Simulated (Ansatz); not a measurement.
Level of theory: PBE (plane waves to 420 eV, PAW; Ansatz, an electronic-structure program).

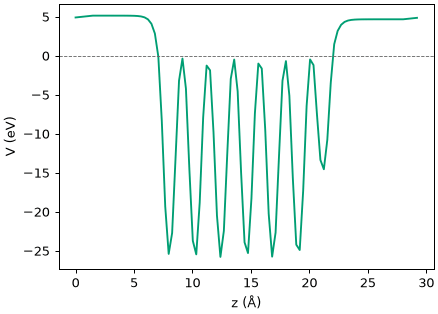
Figure. Planar average of the electrostatic potential across the slab, in eV from the Fermi level, for a constructed model of the (111) surface of fcc Rh, a pseudomorphic layer of Cu in the host's stacking (bottom of the slab: a bare face, its two planes held)…

Set-up: 7 atoms, 13.5 Å thick at the start with caps and adatoms (thin: gaps and levels are the slab's own); mesh 16x16x1; 0.1 eV smearing; dipole correction on; 2 atoms held, the rest relaxed; symmetry of the start imposed; no spin, no spin-orbit, no U. It is one candidate, not shown to be the stable structure of the face.

The vacuum level lies 4.68 eV above the Fermi level over the top face and 5.15 eV above it under the bottom face.
